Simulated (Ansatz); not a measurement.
Base system: ZnO in the wurtzite structure (space group P6_3mc, No. 186; a = 3.1869 Å, c = 5.1526 Å).

One thing is altered: an isotropic linear strain of +2.40 %; the atoms relax in the strained cell.

All numbers come from Ansatz (a first-principles code), LDA, PAW, cutoff 420 eV, no spin-orbit coupling.

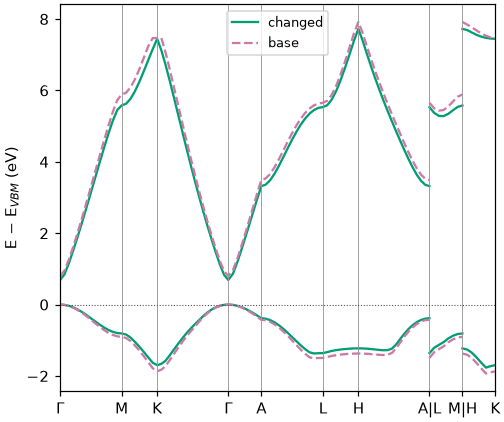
Highest valence and lowest conduction band along the path, each from its own valence-band maximum

The gap is 0.69 eV, direct at Γ; the base has 0.80 eV.

No phonon test of stability was made.
